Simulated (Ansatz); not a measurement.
**Molecular dynamics, with input and output: SiHOF3 (part 2 of 2)**

The same run, continued: SiHOF3; RHF/def2-SVP (Ansatz 0.2.0). It belongs to a series of runs on one base structure; here: dynamics from the start.

The program's output, continued:
```
md step   129: t =    32.25 fs  T =   401.2 K  F+E_penalty+E_count = -18028.69192618 eV  E_kin = 0.207439 eV  conserved = -18028.48448743 eV  (33 SCF iters)
md step   130: t =    32.50 fs  T =   403.2 K  F+E_penalty+E_count = -18028.69292988 eV  E_kin = 0.208449 eV  conserved = -18028.48448046 eV  (33 SCF iters)
md step   131: t =    32.75 fs  T =   404.3 K  F+E_penalty+E_count = -18028.69353055 eV  E_kin = 0.209057 eV  conserved = -18028.48447350 eV  (33 SCF iters)
md step   132: t =    33.00 fs  T =   404.9 K  F+E_penalty+E_count = -18028.69383106 eV  E_kin = 0.209363 eV  conserved = -18028.48446770 eV  (33 SCF iters)
md step   133: t =    33.25 fs  T =   405.1 K  F+E_penalty+E_count = -18028.69391791 eV  E_kin = 0.209454 eV  conserved = -18028.48446400 eV  (33 SCF iters)
md step   134: t =    33.50 fs  T =   405.0 K  F+E_penalty+E_count = -18028.69384674 eV  E_kin = 0.209384 eV  conserved = -18028.48446294 eV  (33 SCF iters)
md step   135: t =    33.75 fs  T =   404.6 K  F+E_penalty+E_count = -18028.69363418 eV  E_kin = 0.209170 eV  conserved = -18028.48446452 eV  (33 SCF iters)
md step   136: t =    34.00 fs  T =   403.8 K  F+E_penalty+E_count = -18028.69325756 eV  E_kin = 0.208789 eV  conserved = -18028.48446825 eV  (33 SCF iters)
md step   137: t =    34.25 fs  T =   402.7 K  F+E_penalty+E_count = -18028.69266269 eV  E_kin = 0.208189 eV  conserved = -18028.48447321 eV  (33 SCF iters)
md step   138: t =    34.50 fs  T =   400.9 K  F+E_penalty+E_count = -18028.69177791 eV  E_kin = 0.207300 eV  conserved = -18028.48447827 eV  (33 SCF iters)
md step   139: t =    34.75 fs  T =   398.5 K  F+E_penalty+E_count = -18028.69053159 eV  E_kin = 0.206049 eV  conserved = -18028.48448228 eV  (33 SCF iters)
md step   140: t =    35.00 fs  T =   395.3 K  F+E_penalty+E_count = -18028.68886962 eV  E_kin = 0.204385 eV  conserved = -18028.48448432 eV  (33 SCF iters)
md step   141: t =    35.25 fs  T =   391.2 K  F+E_penalty+E_count = -18028.68676985 eV  E_kin = 0.202286 eV  conserved = -18028.48448380 eV  (33 SCF iters)
md step   142: t =    35.50 fs  T =   386.4 K  F+E_penalty+E_count = -18028.68425085 eV  E_kin = 0.199770 eV  conserved = -18028.48448056 eV  (33 SCF iters)
md step   143: t =    35.75 fs  T =   380.8 K  F+E_penalty+E_count = -18028.68137406 eV  E_kin = 0.196899 eV  conserved = -18028.48447488 eV  (33 SCF iters)
md step   144: t =    36.00 fs  T =   374.8 K  F+E_penalty+E_count = -18028.67823925 eV  E_kin = 0.193772 eV  conserved = -18028.48446730 eV  (34 SCF iters)
md step   145: t =    36.25 fs  T =   368.5 K  F+E_penalty+E_count = -18028.67497482 eV  E_kin = 0.190516 eV  conserved = -18028.48445884 eV  (34 SCF iters)
md step   146: t =    36.50 fs  T =   362.2 K  F+E_penalty+E_count = -18028.67172362 eV  E_kin = 0.187273 eV  conserved = -18028.48445031 eV  (34 SCF iters)
md step   147: t =    36.75 fs  T =   356.2 K  F+E_penalty+E_count = -18028.66862809 eV  E_kin = 0.184185 eV  conserved = -18028.48444266 eV  (34 SCF iters)
md step   148: t =    37.00 fs  T =   350.8 K  F+E_penalty+E_count = -18028.66581541 eV  E_kin = 0.181379 eV  conserved = -18028.48443664 eV  (33 SCF iters)
md step   149: t =    37.25 fs  T =   346.1 K  F+E_penalty+E_count = -18028.66338511 eV  E_kin = 0.178952 eV  conserved = -18028.48443280 eV  (33 SCF iters)
md step   150: t =    37.50 fs  T =   342.3 K  F+E_penalty+E_count = -18028.66140044 eV  E_kin = 0.176969 eV  conserved = -18028.48443137 eV  (33 SCF iters)
md step   151: t =    37.75 fs  T =   339.3 K  F+E_penalty+E_count = -18028.65988412 eV  E_kin = 0.175452 eV  conserved = -18028.48443205 eV  (33 SCF iters)
md step   152: t =    38.00 fs  T =   337.3 K  F+E_penalty+E_count = -18028.65882035 eV  E_kin = 0.174385 eV  conserved = -18028.48443496 eV  (33 SCF iters)
md step   153: t =    38.25 fs  T =   336.0 K  F+E_penalty+E_count = -18028.65815925 eV  E_kin = 0.173720 eV  conserved = -18028.48443933 eV  (33 SCF iters)
md step   154: t =    38.50 fs  T =   335.3 K  F+E_penalty+E_count = -18028.65782760 eV  E_kin = 0.173383 eV  conserved = -18028.48444417 eV  (33 SCF iters)
md step   155: t =    38.75 fs  T =   335.2 K  F+E_penalty+E_count = -18028.65774204 eV  E_kin = 0.173293 eV  conserved = -18028.48444870 eV  (33 SCF iters)
md step   156: t =    39.00 fs  T =   335.3 K  F+E_penalty+E_count = -18028.65782279 eV  E_kin = 0.173371 eV  conserved = -18028.48445170 eV  (33 SCF iters)
md step   157: t =    39.25 fs  T =   335.7 K  F+E_penalty+E_count = -18028.65800888 eV  E_kin = 0.173556 eV  conserved = -18028.48445318 eV  (33 SCF iters)
md step   158: t =    39.50 fs  T =   336.2 K  F+E_penalty+E_count = -18028.65826724 eV  E_kin = 0.173815 eV  conserved = -18028.48445239 eV  (33 SCF iters)
md step   159: t =    39.75 fs  T =   336.8 K  F+E_penalty+E_count = -18028.65860069 eV  E_kin = 0.174151 eV  conserved = -18028.48444932 eV  (33 SCF iters)
md step   160: t =    40.00 fs  T =   337.7 K  F+E_penalty+E_count = -18028.65904828 eV  E_kin = 0.174604 eV  conserved = -18028.48444434 eV  (33 SCF iters)
md step   161: t =    40.25 fs  T =   338.9 K  F+E_penalty+E_count = -18028.65967955 eV  E_kin = 0.175241 eV  conserved = -18028.48443823 eV  (33 SCF iters)
md step   162: t =    40.50 fs  T =   340.7 K  F+E_penalty+E_count = -18028.66058290 eV  E_kin = 0.176151 eV  conserved = -18028.48443199 eV  (33 SCF iters)
md step   163: t =    40.75 fs  T =   343.2 K  F+E_penalty+E_count = -18028.66184982 eV  E_kin = 0.177423 eV  conserved = -18028.48442676 eV  (33 SCF iters)
md step   164: t =    41.00 fs  T =   346.5 K  F+E_penalty+E_count = -18028.66355771 eV  E_kin = 0.179134 eV  conserved = -18028.48442354 eV  (33 SCF iters)
md step   165: t =    41.25 fs  T =   350.7 K  F+E_penalty+E_count = -18028.66575449 eV  E_kin = 0.181331 eV  conserved = -18028.48442301 eV  (33 SCF iters)
these checks for a lower state are left out or cut short: starts, cluster_reference, orbital_swaps, neighbouring_geometries, increment
772 factors; integrals over basis functions are off by at most 4.1e-4 eV
mean field -18028.66844794 eV, -662.5413451913 hartree, gradient 3.2e-5 eV, S^2 0.000000; 0 other end points of the search recorded, 0 dependent functions left out
the calculation of the forces begins
reference -18028.66844794 eV, -662.5413451913 hartree; 25, 25 occupied and 54, 54 virtual orbitals, 772 factors
772 factors; integrals over basis functions are off by at most 4.1e-4 eV
mean field -18028.66844794 eV, -662.5413451913 hartree, gradient 3.2e-5 eV, S^2 0.000000; 1 other end points of the search recorded, 0 dependent functions left out
the calculation of the forces begins
reference -18028.66844794 eV, -662.5413451913 hartree; 25, 25 occupied and 54, 54 virtual orbitals, 772 factors
md step   166: t =    41.50 fs  T =   355.9 K  F+E_penalty+E_count = -18028.66844794 eV  E_kin = 0.184023 eV  conserved = -18028.48442541 eV  (33 SCF iters)
```

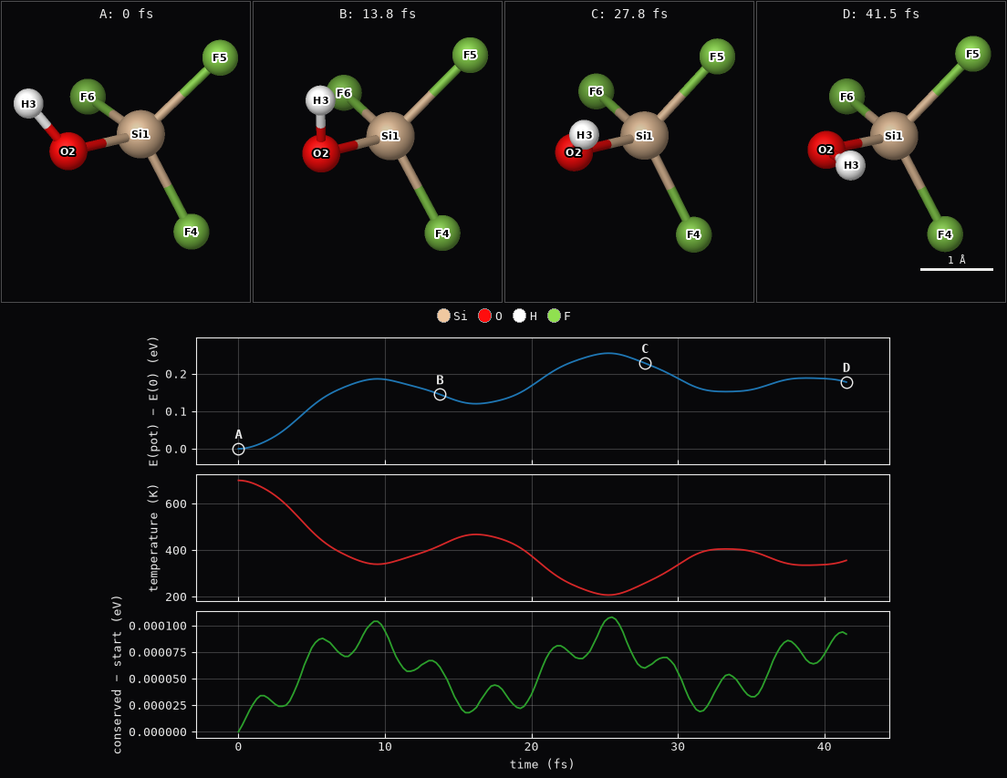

Figure 1. Frames of the molecular dynamics (ball-and-stick, seen at a tilt) above the curves, on which the letters mark them. The trajectory kept here has 167 frames over 41.5 fs. The temperature starts at 700 K, ranges from 207 to 700 K and averages 319 K over the second half. The potential energy ends 0.178 eV above its first value. The conserved quantity stays within 0.00011 eV. After an unweighted best fit of the last frame on the first, the root-mean-square displacement is 0.41 Å, and H3 has moved furthest (0.71 Å).

```
Total energy: -18028.66844794 eV, -662.5413451913 hartree
Atom 0 at    -0.013854    -0.065253     0.026297 Å, force    -0.394247     2.769566    -1.491574 eV/Å
Atom 1 at    -0.088055    -0.082580     1.595286 Å, force    -0.288739    -0.706763     0.987532 eV/Å
Atom 2 at     0.201560     0.644494     2.110240 Å, force     0.119982     0.333212     0.395037 eV/Å
Atom 3 at     1.501203    -0.006659    -0.437218 Å, force    -0.308907     0.130154    -0.147213 eV/Å
Atom 4 at    -0.834156     1.245168    -0.511013 Å, force     1.280678    -1.231899     0.474851 eV/Å
Atom 5 at    -0.707121    -1.236890    -0.704605 Å, force    -0.408768    -1.294270    -0.218633 eV/Å
Dipole moment:     0.151848     0.159929     0.449041 e Å
```

Trajectory as extended XYZ (Å, eV, eV/Å), 15 of the 167 frames kept, from step=0 to step=166:
```
6
Properties=species:S:1:pos:R:3:forces:R:3 step=0 time_fs=0.0 energy=-18028.84644 temperature=700.0
Si   -0.0202   -0.0259    0.0148    0.0020  -0.0002  -0.0020
O    -0.0442   -0.0982    1.6134   -0.0067  -0.0015   0.0050
H    -0.8306   -0.1564    2.1327    0.0050   0.0019  -0.0027
F     1.4771    0.0155   -0.4680   -0.0001   0.0001  -0.0009
F    -0.7605    1.2567   -0.5366   -0.0005   0.0002   0.0010
F    -0.7295   -1.2731   -0.6478    0.0003  -0.0005  -0.0004
6
Properties=species:S:1:pos:R:3:forces:R:3 step=12 time_fs=3.0 energy=-18028.79988 temperature=610.0
Si   -0.0164   -0.0462    0.0263    0.0444   1.7071  -1.1192
O    -0.0303   -0.0976    1.6110   -0.3664  -0.0399   0.6342
H    -0.8526   -0.0151    2.0730    0.1454  -0.0272   0.1552
F     1.4816    0.0182   -0.4613   -0.1089  -0.0933   0.0150
F    -0.7768    1.2572   -0.5450    0.5415  -0.8888   0.5142
F    -0.7339   -1.2542   -0.6578   -0.2560  -0.6580  -0.1994
6
Properties=species:S:1:pos:R:3:forces:R:3 step=24 time_fs=6.0 energy=-18028.70548 temperature=427.5
Si   -0.0124   -0.0615    0.0344    0.0939   2.7051  -1.7850
O    -0.0187   -0.0971    1.6119   -1.1922   0.1708   1.2414
H    -0.8577    0.1215    2.0246    0.7842  -0.2285   0.0271
F     1.4857    0.0205   -0.4546   -0.1556  -0.1677  -0.0092
F    -0.7906    1.2538   -0.5511    0.8799  -1.3645   0.8579
F    -0.7395   -1.2383   -0.6686   -0.4102  -1.1150  -0.3323
6
Properties=species:S:1:pos:R:3:forces:R:3 step=36 time_fs=9.0 energy=-18028.66118 temperature=341.9
Si   -0.0083   -0.0686    0.0372   -0.0150   2.8508  -1.8090
O    -0.0126   -0.0959    1.6189   -0.3181  -0.0499   0.5071
H    -0.8105    0.2432    1.9857   -0.2151   0.0514   0.6572
F     1.4891    0.0220   -0.4479   -0.1092  -0.2091  -0.0683
F    -0.8005    1.2443   -0.5534    1.0130  -1.4148   1.0040
F    -0.7468   -1.2273   -0.6809   -0.3557  -1.2282  -0.2910
6
Properties=species:S:1:pos:R:3:forces:R:3 step=47 time_fs=11.8 energy=-18028.67732 temperature=373.0
Si   -0.0045   -0.0675    0.0349   -0.3179   2.3200  -1.3368
O    -0.0093   -0.0948    1.6281   -0.8926   0.3105   0.3238
H    -0.7690    0.3532    1.9916    0.3694  -0.2782   0.3393
F     1.4917    0.0226   -0.4420    0.0150  -0.2141  -0.1601
F    -0.8055    1.2301   -0.5515    0.9476  -1.0957   0.9368
F    -0.7550   -1.2221   -0.6933   -0.1215  -1.0425  -0.1031
6
Properties=species:S:1:pos:R:3:forces:R:3 step=59 time_fs=14.8 energy=-18028.71597 temperature=447.7
Si   -0.0014   -0.0596    0.0286   -0.6465   1.2052  -0.4838
O    -0.0101   -0.0919    1.6396   -0.8606   0.4485  -0.2555
H    -0.6969    0.4505    2.0263    0.4354  -0.4333   0.1298
F     1.4948    0.0223   -0.4364    0.1560  -0.1965  -0.2547
F    -0.8070    1.2099   -0.5454    0.6589  -0.3797   0.6542
F    -0.7643   -1.2208   -0.7073    0.2568  -0.6442   0.2100
6
Properties=species:S:1:pos:R:3:forces:R:3 step=71 time_fs=17.8 energy=-18028.71791 temperature=451.5
Si   -0.0001   -0.0481    0.0208   -0.7031  -0.2205   0.4710
O    -0.0151   -0.0871    1.6494   -0.0477  -0.1843  -1.2535
H    -0.5943    0.5179    2.0769   -0.2436   0.1311   0.3627
F     1.4984    0.0211   -0.4319    0.2028  -0.1703  -0.3094
F    -0.8055    1.1882   -0.5365    0.1480   0.6489   0.1908
F    -0.7724   -1.2225   -0.7202    0.6436  -0.2048   0.5383
6
Properties=species:S:1:pos:R:3:forces:R:3 step=83 time_fs=20.8 energy=-18028.65831 temperature=336.3
Si   -0.0010   -0.0372    0.0145   -0.4034  -1.5841   1.2515
O    -0.0212   -0.0826    1.6532   -0.4821   0.4098  -0.9682
H    -0.5004    0.5834    2.1487    0.3156  -0.5886  -0.3989
F     1.5030    0.0192   -0.4287    0.1100  -0.1415  -0.3254
F    -0.8034    1.1694   -0.5266   -0.4717   1.7643  -0.3488
F    -0.7777   -1.2251   -0.7308    0.9315   0.1401   0.7898
6
Properties=species:S:1:pos:R:3:forces:R:3 step=95 time_fs=23.8 energy=-18028.60198 temperature=227.3
Si   -0.0031   -0.0312    0.0119    0.0315  -2.3999   1.5971
O    -0.0293   -0.0765    1.6513   -0.0518  -0.2278  -1.3485
H    -0.3884    0.6097    2.1951   -0.0526  -0.0793  -0.1736
F     1.5080    0.0165   -0.4271   -0.1068  -0.1179  -0.2900
F    -0.8034    1.1585   -0.5184   -0.8983   2.5021  -0.7304
F    -0.7787   -1.2272   -0.7377    1.0780   0.3228   0.9454
6
Properties=species:S:1:pos:R:3:forces:R:3 step=107 time_fs=26.8 energy=-18028.60308 temperature=229.5
Si   -0.0051   -0.0322    0.0140    0.2287  -2.2386   1.2929
O    -0.0380   -0.0715    1.6423    0.0310  -0.5882  -1.1858
H    -0.2777    0.6272    2.2260   -0.1273   0.1534  -0.0752
F     1.5125    0.0134   -0.4268   -0.3507  -0.0988  -0.2373
F    -0.8073    1.1588   -0.5133   -0.8481   2.4615  -0.7743
F    -0.7749   -1.2278   -0.7404    1.0664   0.3107   0.9797
6
Properties=species:S:1:pos:R:3:forces:R:3 step=119 time_fs=29.8 energy=-18028.65330 temperature=326.6
Si   -0.0066   -0.0400    0.0200    0.1135  -1.1658   0.3714
O    -0.0466   -0.0692    1.6275   -0.1659  -0.0486   0.0842
H    -0.1766    0.6497    2.2436    0.0362  -0.4889  -0.6500
F     1.5155    0.0098   -0.4275   -0.5422  -0.0824  -0.1877
F    -0.8149    1.1701   -0.5116   -0.3416   1.6811  -0.4955
F    -0.7662   -1.2272   -0.7386    0.8999   0.1046   0.8776
6
Properties=species:S:1:pos:R:3:forces:R:3 step=130 time_fs=32.5 energy=-18028.69293 temperature=403.2
Si   -0.0076   -0.0503    0.0266   -0.0848   0.1730  -0.6707
O    -0.0551   -0.0680    1.6136   -0.1274  -0.9143   0.1107
H    -0.0829    0.6448    2.2211   -0.0491   0.3455   0.1293
F     1.5160    0.0061   -0.4290   -0.6473  -0.0655  -0.1392
F    -0.8233    1.1872   -0.5121    0.2747   0.6827  -0.1130
F    -0.7547   -1.2261   -0.7335    0.6340  -0.2214   0.6827
6
Properties=species:S:1:pos:R:3:forces:R:3 step=142 time_fs=35.5 energy=-18028.68425 temperature=386.4
Si   -0.0089   -0.0609    0.0317   -0.2258   1.5470  -1.6349
O    -0.0652   -0.0708    1.5998   -0.1886  -0.4413   1.3298
H     0.0167    0.6574    2.1983   -0.0328  -0.1187  -0.1828
F     1.5138    0.0019   -0.4312   -0.6480  -0.0279  -0.1153
F    -0.8312    1.2087   -0.5131    0.8400  -0.2910   0.2391
F    -0.7394   -1.2261   -0.7250    0.2552  -0.6681   0.3640
6
Properties=species:S:1:pos:R:3:forces:R:3 step=154 time_fs=38.5 energy=-18028.65783 temperature=335.3
Si   -0.0109   -0.0668    0.0319   -0.2898   2.4900  -1.9533
O    -0.0762   -0.0761    1.5928   -0.1200  -0.1148   1.8922
H     0.1120    0.6625    2.1626   -0.1090  -0.3818  -0.2806
F     1.5087   -0.0025   -0.4339   -0.5299   0.0368  -0.1196
F    -0.8353    1.2290   -0.5130    1.1796  -0.9454   0.4400
F    -0.7230   -1.2290   -0.7149   -0.1309  -1.0848   0.0214
6
Properties=species:S:1:pos:R:3:forces:R:3 step=166 time_fs=41.5 energy=-18028.66845 temperature=355.9
Si   -0.0139   -0.0653    0.0263   -0.3942   2.7696  -1.4916
O    -0.0881   -0.0826    1.5953   -0.2887  -0.7068   0.9875
H     0.2016    0.6445    2.1102    0.1200   0.3332   0.3950
F     1.5012   -0.0067   -0.4372   -0.3089   0.1302  -0.1472
F    -0.8342    1.2452   -0.5110    1.2807  -1.2319   0.4749
F    -0.7071   -1.2369   -0.7046   -0.4088  -1.2943  -0.2186
```

This output came from the following input.

The input:
```yaml
crystal:
  periodic: [false, false, false]
  atoms:
    - { symbol: Si, position_ang: [-0.020185, -0.025904, 0.014807] }
    - { symbol: O, position_ang: [-0.044181, -0.098164, 1.613437] }
    - { symbol: H, position_ang: [-0.830636, -0.156399, 2.132684] }
    - { symbol: F, position_ang: [1.477103, 0.015496, -0.467965] }
    - { symbol: F, position_ang: [-0.760538, 1.256696, -0.536571] }
    - { symbol: F, position_ang: [-0.729462, -1.273125, -0.647791] }
basis:
  gaussian: { orbitals: def2-SVP }
hamiltonian:
  xc: hf
md:
  timestep: 0.25
  n_steps: 166
  ensemble: nve
  temperature: 700.0
  initial_velocities: maxwell_boltzmann
  seed: 893846
```

Launched with:
```bash
ansatz run input.yaml --threads 1 --pin off --max-ram 2048MiB --backend cpu --events-out ev --progress --plain --runs-dir out
```

Results in brief:

```tsv
quantity	value
outcome	finished
mean temperature over the second half	319 K
trajectory	166 steps, 41.5 fs
ensemble	nve
temperature in the input	700.0 K
time step	0.25 fs
potential energy (last step)	−18028.6684 eV
mean-field energy (last step)	−18028.6684 eV
largest force (length of the vector) (last step)	3.170 eV/Å
hardware	1 thread of AMD EPYC (Zen 5), 24 GiB of memory available, shared host
wall time	68 s
peak memory	0.15 GiB
```

Remarks:

So short a trajectory is not equilibrated.
